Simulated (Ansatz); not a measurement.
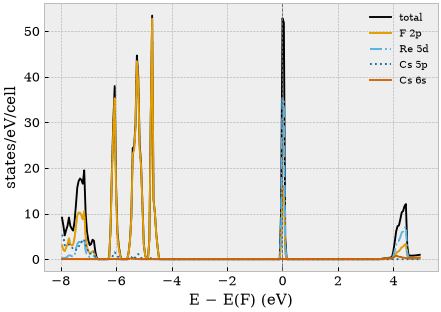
*Total and projected density of states of CsReF$_{6}$ in space group R-3 (No. 148; F on 18f, Re on 3a, Cs on 3b), the program Ansatz at the PBEsol level (PAW)*

Which orbitals carry the states next to the Fermi level?

Within 0.5 eV of the Fermi level: Re 5d 67 %, F 2p 31 %. Projections are on Löwdin-orthogonalised atomic valence shells; empty p or d shells of many metals are not among them.

Where is the tallest occupied peak in this window, and what makes it?

Near -4.7 eV, about 53 states/eV per cell; the largest projected share is F 2p.

The workflow started from an entry of the Crystallography Open Database (COD). Its standing as an ambient phase is unchecked. The cell was relaxed with PBEsol under the symmetry of its start; whether a distortion lowers the energy is not shown. The run is not spin-polarised. Scalar-relativistic: spin–orbit coupling is off unless named, which matters more the heavier the elements.

Potentials: the later of the program's two PAW sets.
